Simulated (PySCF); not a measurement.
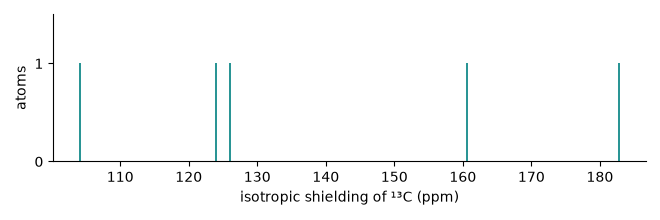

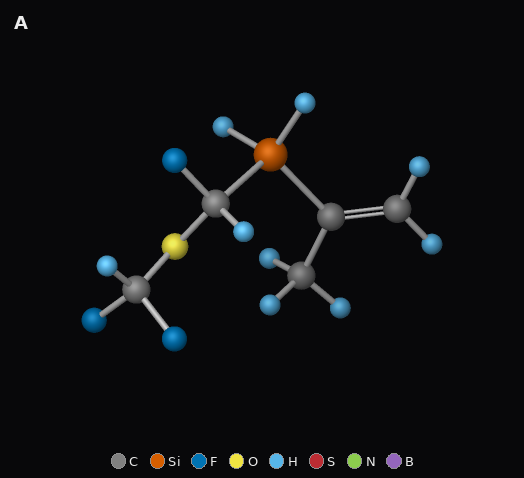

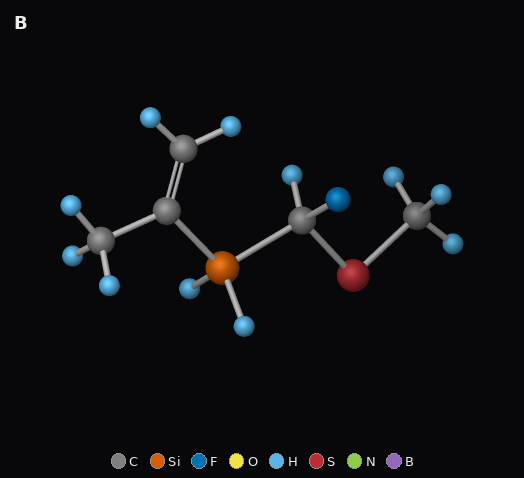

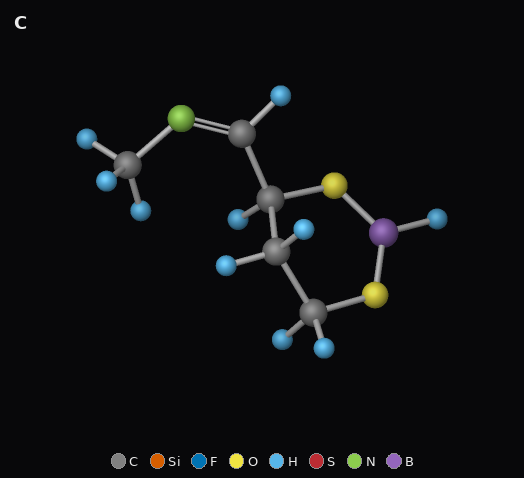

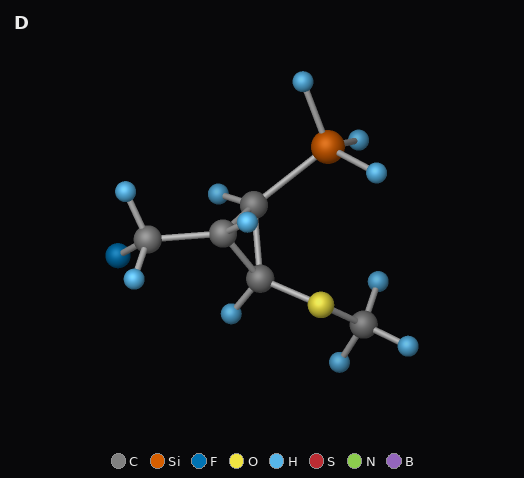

The sticks are computed shieldings of one of the molecules, for one fixed geometry (GFN2-xTB) without averaging over rotations. Low shielding means a high chemical shift. Method: GIAO PBE0/pcSseg-1 NMR shielding, non-relativistic, gas phase (PySCF 2.14.0).

### Match the spectrum to a structure.

D, `CO[C@@H]1[C@H]([SiH3])[C@H]1CF`. Its 5 C atoms give lines at 104.1, 124.0, 126.0, 160.6, 182.7 ppm.

The geometry is semi-empirical. Around Si such bond lengths and angles can be off by a tenth of an ångström or more and by several degrees, and values that hang on the shape move with them.
